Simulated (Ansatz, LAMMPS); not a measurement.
# Ionic liquid triethylsulfonium methanesulfonate with Li salt, from a frame at 450 K (189 atoms): geometry optimisation, part 2 of 2

Aim: bring ionic liquid triethylsulfonium methanesulfonate with Li salt, from a frame at 450 K (189 atoms) to a nearby minimum of the energy and see what moves.

Ansatz 0.2.0; Kohn-Sham DFT, PBE+D3(BJ), PAW (set soft_2), plane waves.

The cell: 43 C, 13 S, 111 H, 21 O and 1 Li. The network of contacts between molecules at the start is that of the classical potential that made the cell. The density was typed from a rule of thumb and may lie off the real one at this temperature. Only the Γ point is sampled, in a cell whose shortest periodic width is 12 Å.

So far, density (g/cm³): step 4 (structure statistics after relaxation) 1.20.

## 5. Single point at the relaxed geometry

The electronic structure is read at the final geometry, in a run of its own.

Input file input.yaml:

```yaml
crystal:
  lattice:
    - [12.42715, 0.0, 0.0]
    - [0.0, 12.42715, 0.0]
    - [0.0, 0.0, 12.42715]
  atoms:
    - { symbol: C, position: [0.06872, 0.13357, 0.39897] }
    - { symbol: C, position: [0.05488, 0.01201, 0.3993] }
    - { symbol: S, position: [0.16881, 0.94617, 0.46367] }
    - { symbol: C, position: [0.14206, 0.80443, 0.44023] }
    [... 179 atom lines left out ...]
    - { symbol: O, position: [0.15654, 0.37475, 0.73704] }
    - { symbol: O, position: [0.18461, 0.20709, 0.63644] }
    - { symbol: H, position: [0.96879, 0.29428, 0.63843] }
    - { symbol: H, position: [0.96964, 0.16203, 0.6979] }
    - { symbol: H, position: [0.95044, 0.27742, 0.78231] }
    - { symbol: Li, position: [0.11094, 0.23546, 0.97948] }
kpoints:
  mp_grid: { grid: [1, 1, 1] }
hamiltonian:
  xc: pbe
  dispersion: d3bj
scf:
  occupations: { method: fixed }
output:
  forces: true
  stress: true
  populations: true
  dos:
    method: { smearing: { sigma: 0.1 } }
    de: 0.1
    projected: { site_lists: { C: [C], H: [H], Li: [Li], O: [O], S: [S] } }
  eigenvalues: true
  write_density: true
  write_potential: true
  volumetric_format: npy
  elf: true
```

Launch:

```bash
$ ansatz run input.yaml --threads 4 --pin off --max-ram 8192MiB --backend cpu --events-out ev --progress --plain --runs-dir out
```

Run time: 13 s. Hardware: 4 threads of AMD EPYC 9R45, shared host; peak memory 2.8 GiB.

The program notes that the exchange-correlation potential is rough where the density is thin.

Read from the output:

* free energy: -36425.8267 eV
* free energy per atom: -192.7292 eV/atom
* SCF cycles: 10
* pressure: -0.3151 GPa
* r.m.s. force component: 0.00823 eV/Å
* longest force: 0.05871 eV/Å
* Fermi energy: 0.1862 eV
* gap (highest filled to lowest empty level): 3.471 eV
* spilling of the projection: 0.01705

Löwdin charges by element and coordination (they lack the spilled electrons, 0.044 e an atom on average):

| element | coordination | atoms | mean charge (e) | spread | least | most |
| --- | --- | --- | --- | --- | --- | --- |
| C | all | 43 | -0.441 | 0.109 | -0.666 | -0.337 |
| H | all | 111 | 0.208 | 0.0193 | 0.159 | 0.245 |
| Li | all | 1 | 0.746 | 0 | 0.746 | 0.746 |
| O | all | 21 | -0.819 | 0.0118 | -0.839 | -0.797 |
| O | 1 | 17 | -0.816 | 0.0108 | -0.832 | -0.797 |
| O | 2 | 4 | -0.832 | 0.0046 | -0.839 | -0.827 |
| S | all | 13 | 1.59 | 0.769 | 0.745 | 2.31 |
| S | 3 | 6 | 0.761 | 0.0125 | 0.745 | 0.780 |
| S | 4 | 7 | 2.30 | 0.0041 | 2.29 | 2.31 |

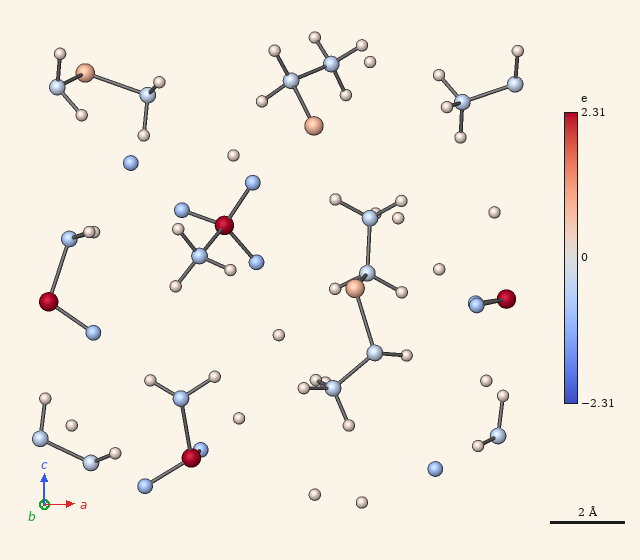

Atoms coloured by Löwdin charge. Drawn is a slice 4 Å thick, seen along the normal of the ac plane. Bonds to atoms that aren't drawn are left out.

Density of states as counts of states in windows of 1 eV (from the Fermi level), total and the larger projections:

| from (eV) | to (eV) | total | C p | O p | H s | S p |
| --- | --- | --- | --- | --- | --- | --- |
| -10 | -9 | 11.9 | 3.2 | 0.1 | 3.4 | 0.6 |
| -9 | -8 | 14.1 | 1.7 | 3.4 | 1.8 | 0.3 |
| -8 | -7 | 9.1 | 5.2 | 0.2 | 1.9 | 1.3 |
| -7 | -6 | 43.0 | 24.3 | 2.2 | 9.2 | 5.4 |
| -6 | -5 | 58.1 | 21.8 | 14.6 | 8.4 | 7.5 |
| -5 | -4 | 71.1 | 41.2 | 6.1 | 18.7 | 2.5 |
| -4 | -3 | 52.4 | 27.1 | 2.9 | 17.4 | 3.9 |
| -3 | -2 | 38.6 | 5.8 | 21.3 | 4.0 | 5.7 |
| -2 | -1 | 39.2 | 4.2 | 31.0 | 1.2 | 1.1 |
| -1 | 0 | 21.0 | 1.0 | 19.2 | 0.2 | 0.1 |
| 0 | 1 | 1.6 | 0.0 | 1.5 | 0.0 | 0.0 |
| 1 | 3 | 0.0 | 0.0 | 0.0 | 0.0 | 0.0 |
| 3 | 4 | 8.6 | 2.2 | 0.0 | 0.8 | 2.8 |
| 4 | 5 | 20.0 | 4.9 | 0.1 | 2.9 | 5.4 |

With fixed occupations the program's Fermi level is the highest filled level; weight inside the gap is the broadening of levels at its edges.

Between -26 and -10 eV lie 128 more states.

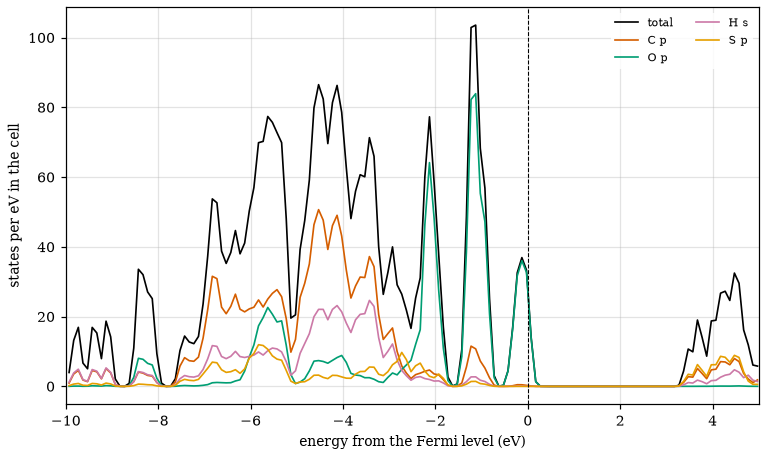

Total and projected density of states, with the broadening of the input.

The levels nearest the highest filled one (over half full), pooled over k-points and spins:

| level less the highest filled one (eV) | occupation |
| --- | --- |
| -0.218 | 2 |
| -0.179 | 2 |
| -0.170 | 2 |
| -0.0648 | 2 |
| -0.0222 | 2 |
| 0 | 2 |
| 3.47 | 0 |
| 3.68 | 0 |
| 3.72 | 0 |
| 3.96 | 0 |
| 4.03 | 0 |
| 4.18 | 0 |

Mean Löwdin charges: C -0.44, H +0.21, Li +0.75, O -0.82, S +1.59 e (they miss 1.7 % of the electrons, so they add up to more than the cell's charge).

1 further run on a deliberately doubtful input is not shown.

## 6. Outcome

```
energy change in the relaxation                      : -84.43 meV/atom
r.m.s. displacement                                  : 1.515 Å
largest displacement                                 : 3.815 Å
free energy per atom                                 : -192.7292 eV/atom
pressure                                             : -0.3151 GPa
r.m.s. force component                               : 0.00823 eV/Å
gap (highest filled to lowest empty level)     : 3.471 eV
wall time of the 4 DFT runs, those left out included : 7.4 min
```

What this shows: Relaxation lowers the energy by 84.4 meV/atom and moves atoms by 1.5 Å r.m.s.; the r.m.s. force component goes from 1.2 to 0.0082 eV/Å, the pressure goes from 2.3 to -0.32 GPa, and the gap from 1.38 to 3.47 eV. By the final cutoffs no bond was broken or made. From the first step to the last the energy fell by 15.957 eV, and the largest move was 3.81 Å (H8). The O-Li bonds change most in mean length: from 1.916 Å (spread 0.032) to 1.989 Å (spread 0.040). With the cutoffs above, all C atoms have 4, all H atoms have 1, all Li atoms have 4 and 81 % of O atoms have 1 bonded neighbour. The highest filled and lowest empty levels differ by 3.47 eV (at Γ alone); a semilocal functional tends to put such gaps too low. In a disordered cell it changes from sample to sample and from frame to frame.

Caveats: The network of contacts between molecules at the start is that of the classical potential that made the cell; in DFT atoms moved by 1.5 Å r.m.s.

[Logs are printed without paths, hosts, clocks, repeated set-up lines and the standing remarks that a program may print on its own settings, such as how far it seeks lower states.]

[Hosts, paths, dates, database ids (printed as entryN), source tags and the programs' standing remarks are cut or masked in the printed files.]
